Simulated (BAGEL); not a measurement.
**CH3AlF2 (SMILES [CH3][Al]([F])[F]), step by step**

Aim: the energy (HF/6-31G*), then a single-point energy (NEVPT2(2,2)/6-31G*), then a single-point energy (CASPT2(2,2)/6-31G*) of CH3AlF2. 

The calculation is run with BAGEL 1.2.2.

1 further run of the same task is left out (set aside as unsound or not needed).

**1. The molecule**

CH3AlF2 has 7 atoms, charge 0, and is taken as a singlet. SMILES: `[CH3][Al]([F])[F]`. The C1–H7 distance was set to 1.750 Å, away from the relaxed value. At this shape a bond of the SMILES string is far longer than usual.

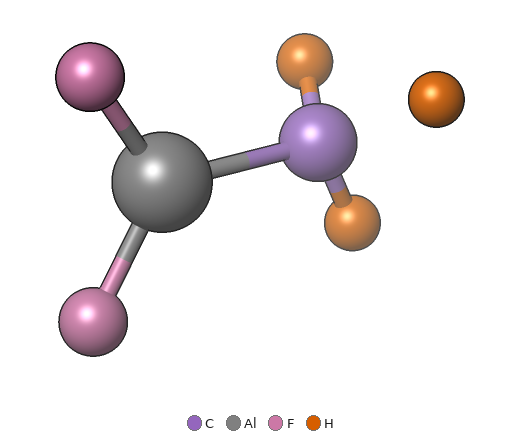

Viewed from a chosen angle; carbon purple, aluminium grey, fluorine pink, hydrogen orange.

**2. The energy at HF/6-31G(d) (density fitting with svp-jkfit, spherical functions) (run 1)**

input.json

```json
{ "bagel" : [

{
  "title" : "molecule",
  "basis" : "6-31gs.json",
  "df_basis" : "svp-jkfit",
  "geometry" : [
    { "atom" : "C", "xyz" : [ -1.42569821,  0.93367966,  0.04726961 ] },
    { "atom" : "Al", "xyz" : [ -0.39258493, -2.43400126,  0.96227500 ] },
    { "atom" : "F", "xyz" : [  1.91306991, -2.93156615,  2.98428195 ] },
    { "atom" : "F", "xyz" : [ -1.74657370, -4.96887989, -0.21710308 ] },
    { "atom" : "H", "xyz" : [ -2.97943103,  0.91497137, -1.30841991 ] },
    { "atom" : "H", "xyz" : [ -2.03003262,  1.98928068,  1.71740956 ] },
    { "atom" : "H", "xyz" : [  1.09811985,  2.60574335, -1.28161226 ] }
  ]
},
{
  "title" : "hf"
},
{
  "title" : "print",
  "file" : "orbitals.molden",
  "orbitals" : true
}

]}
```

The basis set 6-31G* is read from a file made from the Basis Set Exchange's data (not shown).

Run with:

```sh
BAGEL_NUM_THREADS=1 BAGEL input.json > input.out
```

The program printed:

```text
* using 1 threads per process

  ===============================================================
  ===============================================================

  *** Geometry ***

  { "atom" : "C", "xyz" : [     -1.425698,      0.933680,      0.047270 ] },
  { "atom" : "Al", "xyz" : [     -0.392585,     -2.434001,      0.962275 ] },
  { "atom" : "F", "xyz" : [      1.913070,     -2.931566,      2.984282 ] },
  { "atom" : "F", "xyz" : [     -1.746574,     -4.968880,     -0.217103 ] },
  { "atom" : "H", "xyz" : [     -2.979431,      0.914971,     -1.308420 ] },
  { "atom" : "H", "xyz" : [     -2.030033,      1.989281,      1.717410 ] },
  { "atom" : "H", "xyz" : [      1.098120,      2.605743,     -1.281612 ] },

  Number of auxiliary basis functions:      411

  Since a DF basis is specified, we compute 2- and 3-index integrals:
    o Being stored without compression. Storage requirement is 0.014 GB

  Number of basis functions:       66
  Number of electrons      :       40

    * METHOD: MOLECULE                             0.16

  *** RHF ***

  === Nuclear Repulsion ===
   154.1859491871

      * DIIS with orbital gradients will be used.

  === RHF iteration (6-31gs.json) ===
      0       -480.17561732          0.02743725           0.05
      1       -480.35578784          0.01743241           0.04
      2       -480.45041463          0.00164865           0.04
      3       -480.45221613          0.00054579           0.04
      4       -480.45238159          0.00015979           0.04
      5       -480.45240594          0.00003314           0.04
      6       -480.45240699          0.00000714           0.04
      7       -480.45240703          0.00000187           0.04
      8       -480.45240704          0.00000054           0.04
      9       -480.45240704          0.00000023           0.04
     10       -480.45240704          0.00000007           0.04
     11       -480.45240704          0.00000002           0.04
     12       -480.45240704          0.00000001           0.05
    * SCF iteration converged.

    * Permanent dipole moment:
           (    0.506451,    -0.641309,     0.088228) a.u.

    * METHOD: HF                                   0.69

    * METHOD: PRINT                                0.01

  ===============================================================
```

It took 1 s on 1 thread of Arm Neoverse V1, shared host; peak memory 0.15 GiB.

**3. A single-point energy at NEVPT2(2,2)/6-31G(d) (density fitting with svp-jkfit, spherical functions) (run 2)**

input.json

```json
{ "bagel": [

{
  "title": "molecule",
  "basis": "6-31gs.json",
  "df_basis": "svp-jkfit",
  "angstrom": "false",
  "geometry": [
    { "atom": "C", "xyz": [ -1.42569821,  0.93367966,  0.04726961 ] },
    { "atom": "Al", "xyz": [ -0.39258493, -2.43400126,  0.96227500 ] },
    { "atom": "F", "xyz": [  1.91306991, -2.93156615,  2.98428195 ] },
    { "atom": "F", "xyz": [ -1.74657370, -4.96887989, -0.21710308 ] },
    { "atom": "H", "xyz": [ -2.97943103,  0.91497137, -1.30841991 ] },
    { "atom": "H", "xyz": [ -2.03003262,  1.98928068,  1.71740956 ] },
    { "atom": "H", "xyz": [  1.09811985,  2.60574335, -1.28161226 ] }
  ]
},
{
  "title": "hf",
  "charge": 0
},
{
  "title": "casscf",
  "nstate": 1,
  "nact": 2,
  "nclosed": 19,
  "charge": 0,
  "active": [20, 23],
  "maxiter": 200,
  "natocc": "true"
},
{
  "title": "nevpt2",
  "nstate": 1,
  "nact": 2,
  "nclosed": 19,
  "charge": 0,
  "active": [20, 23],
  "maxiter": 200,
  "natocc": "true",
  "ncore": 8
},
{
  "title": "print",
  "file": "orbitals.molden",
  "orbitals": "true"
}

]}
```

The basis set 6-31G* is read from a file made from the Basis Set Exchange's data (not shown).

Run with:

```sh
BAGEL_NUM_THREADS=1 BAGEL input.json > input.out
```

The program printed:

```text
* using 1 threads per process

  ===============================================================
  ===============================================================

  *** Geometry ***

  { "atom" : "C", "xyz" : [     -1.425698,      0.933680,      0.047270 ] },
  { "atom" : "Al", "xyz" : [     -0.392585,     -2.434001,      0.962275 ] },
  { "atom" : "F", "xyz" : [      1.913070,     -2.931566,      2.984282 ] },
  { "atom" : "F", "xyz" : [     -1.746574,     -4.968880,     -0.217103 ] },
  { "atom" : "H", "xyz" : [     -2.979431,      0.914971,     -1.308420 ] },
  { "atom" : "H", "xyz" : [     -2.030033,      1.989281,      1.717410 ] },
  { "atom" : "H", "xyz" : [      1.098120,      2.605743,     -1.281612 ] },

  Number of auxiliary basis functions:      411

  Since a DF basis is specified, we compute 2- and 3-index integrals:
    o Being stored without compression. Storage requirement is 0.014 GB

  Number of basis functions:       66
  Number of electrons      :       40

    * METHOD: MOLECULE                             0.17

  *** RHF ***

  === Nuclear Repulsion ===
   154.1859491871

      * DIIS with orbital gradients will be used.

  === RHF iteration (6-31gs.json) ===
      0       -480.17561732          0.02743725           0.04
      1       -480.35578784          0.01743241           0.04
      2       -480.45041463          0.00164865           0.04
      3       -480.45221613          0.00054579           0.04
      4       -480.45238159          0.00015979           0.04
      5       -480.45240594          0.00003314           0.04
      6       -480.45240699          0.00000714           0.04
      7       -480.45240703          0.00000187           0.04
      8       -480.45240704          0.00000054           0.04
      9       -480.45240704          0.00000023           0.04
     10       -480.45240704          0.00000007           0.04
     11       -480.45240704          0.00000002           0.04
     12       -480.45240704          0.00000001           0.04
    * SCF iteration converged.

    * Permanent dipole moment:
           (    0.506451,    -0.641309,     0.088228) a.u.

    * METHOD: HF                                   0.68

  ---------------------------
      CASSCF calculation
  ---------------------------

    ==== Active orbitals : =====
         Orbital 20
         Orbital 23
    ============================

    * nstate   :      1
    * nclosed  :     19
    * nact     :      2
    * nvirt    :     45
  === CASSCF iteration (6-31gs.json) ===

    * Using the second-order algorithm

      0  0      -480.45642333     8.49e-04      0.02

      1  0      -480.48570695     2.68e-03      0.22

      2  0      -480.49115580     8.21e-04      0.24

      3  0      -480.49137456     1.86e-04      0.26

      4  0      -480.49138199     4.23e-05      0.25

      5  0      -480.49138230     9.77e-06      0.24

      6  0      -480.49138231     2.27e-06      0.26

      7  0      -480.49138231     5.29e-07      0.24

      8  0      -480.49138231     1.23e-07      0.22

      9  0      -480.49138231     2.85e-08      0.21

     10  0      -480.49138231     6.61e-09      0.19

    * Second-order optimization converged. *

     guess   0:   closed 1.                   open ..

  === FCI iteration ===

      0  0      -480.45076511     8.09e-02      0.00
      1  0      -480.49137845     6.89e-04      0.00
      2  0 *    -480.49138231     2.62e-16      0.00

     * ci vector, state   0, <S^2> = 0.0000
       2.     0.9699232225
       .2    -0.2434110565

    * METHOD: CASSCF                               2.45

    * freezing 8 orbitals

  === DF-NEVPT2 calculation ===

    * 3-index integral transformation done
    * assembly done

      NEVPT2 correlation energy:   -0.5084752061      0.10

          (+0)     -0.4649455891
          (+0)'    -0.0133184071
          (+1)     -0.0052519008
          (+1)'    -0.0000000000
          (+2)     -0.0003857369
          (-1)     -0.0225372164
          (-1)'     0.0000000000
          (-2)     -0.0020363558

      NEVPT2 total energy:       -480.9998575208

    * METHOD: NEVPT2                               0.18

    * METHOD: PRINT                                0.01

  ===============================================================
```

Wall time 3.6 s (1 thread of Arm Neoverse V1, shared host); peak memory 0.15 GiB.

**4. The energy at CASPT2(2,2)/6-31G(d) (density fitting with svp-jkfit, spherical functions) (run 3)**

job.json

```json
{ "bagel": [

{
  "title": "molecule",
  "basis": "6-31gs.json",
  "df_basis": "svp-jkfit",
  "geometry": [
    { "atom": "C", "xyz": [    -1.42569821,     0.93367966,     0.04726961 ] },
    { "atom": "Al", "xyz": [    -0.39258493,    -2.43400126,     0.96227500 ] },
    { "atom": "F", "xyz": [     1.91306991,    -2.93156615,     2.98428195 ] },
    { "atom": "F", "xyz": [    -1.74657370,    -4.96887989,    -0.21710308 ] },
    { "atom": "H", "xyz": [    -2.97943103,     0.91497137,    -1.30841991 ] },
    { "atom": "H", "xyz": [    -2.03003262,     1.98928068,     1.71740956 ] },
    { "atom": "H", "xyz": [     1.09811985,     2.60574335,    -1.28161226 ] }
  ]
},

{
  "title": "hf"
},

{
  "title": "casscf",
  "nstate": 1,
  "nact": 2,
  "nclosed": 19,
  "active": [20, 23],
  "maxiter": 200,
  "natocc": true
},

{
  "title": "print",
  "file": "orbitals.molden",
  "orbitals": true
},

{
  "title": "smith",
  "method": "caspt2",
  "ms": true,
  "xms": true,
  "sssr": true,
  "shift": 0.2,
  "shift_imag": true,
  "ncore": 8
}

]}
```

The basis set 6-31G* is read from a file made from the Basis Set Exchange's data (not shown).

Run with:

```sh
BAGEL_NUM_THREADS=1 BAGEL job.json > job.out
```

The program printed:

```text
* using 1 threads per process

  ===============================================================
  ===============================================================

  *** Geometry ***

  { "atom" : "C", "xyz" : [     -1.425698,      0.933680,      0.047270 ] },
  { "atom" : "Al", "xyz" : [     -0.392585,     -2.434001,      0.962275 ] },
  { "atom" : "F", "xyz" : [      1.913070,     -2.931566,      2.984282 ] },
  { "atom" : "F", "xyz" : [     -1.746574,     -4.968880,     -0.217103 ] },
  { "atom" : "H", "xyz" : [     -2.979431,      0.914971,     -1.308420 ] },
  { "atom" : "H", "xyz" : [     -2.030033,      1.989281,      1.717410 ] },
  { "atom" : "H", "xyz" : [      1.098120,      2.605743,     -1.281612 ] },

  Number of auxiliary basis functions:      411

  Since a DF basis is specified, we compute 2- and 3-index integrals:
    o Being stored without compression. Storage requirement is 0.014 GB

  Number of basis functions:       66
  Number of electrons      :       40

    * METHOD: MOLECULE                             0.17

  *** RHF ***

[... 11 lines left out ...]
    * SCF iteration converged.
[... 1 line left out ...]
    * Permanent dipole moment:
[... 27 lines left out ...]
    * Second-order optimization converged. *
[... 9 lines left out ...]
     * ci vector, state   0, <S^2> = 0.0000
[... 16 lines left out ...]
    * Zeroth order energy : state  0       -0.7617047036

    * CASPT2 iteration is performed using orthogonal basis

      -------------------------------------------  CASPT2 iteration  ---------------------------------------------------
       #      aibj      arbs      arbi      airj      risj      airs      arst      rist         Etot      error   time
      ------------------------------------------------------------------------------------------------------------------

       0  -0.46383  -0.00251  -0.02316  -0.00556  -0.00055  -0.01216  -0.00000  -0.00000   -0.5077698  0.0010663   0.06
       1  -0.46388  -0.00252  -0.02321  -0.00561  -0.00057  -0.01235  -0.00000  -0.00000   -0.5081481  0.0001662   0.05
       2  -0.46389  -0.00253  -0.02320  -0.00561  -0.00058  -0.01236  -0.00000  -0.00000   -0.5081585  0.0000271   0.05
       3  -0.46389  -0.00253  -0.02320  -0.00561  -0.00058  -0.01236   0.00000  -0.00000   -0.5081587  0.0000045   0.05
       4  -0.46389  -0.00253  -0.02320  -0.00561  -0.00058  -0.01236   0.00000  -0.00000   -0.5081587  0.0000007   0.05

      ------------------------------------------------------------------------------------------------------------------

    * CASPT2 energy : state  0     -481.0013641535
        w/o shift correction       -480.9995410236
        reference weight              0.8783921799

    * METHOD: SMITH                                0.40

  ===============================================================
```

Run time: 3.9 s. Hardware: 1 thread of Arm Neoverse V1, shared host; peak memory 0.15 GiB.

**5. What came out**

```
                               quantity          value
         run 1, HF/6-31G*: total energy  -480.45241 Eh
        run 1, HF/6-31G*: dipole moment         2.09 D
          run 1, HF/6-31G*: HOMO energy      -11.41 eV
          run 1, HF/6-31G*: LUMO energy        1.67 eV
        run 1, HF/6-31G*: HOMO–LUMO gap       13.09 eV
run 2, NEVPT2(2,2)/6-31G*: total energy  -480.99986 Eh
run 3, CASPT2(2,2)/6-31G*: total energy  -481.00136 Eh
```
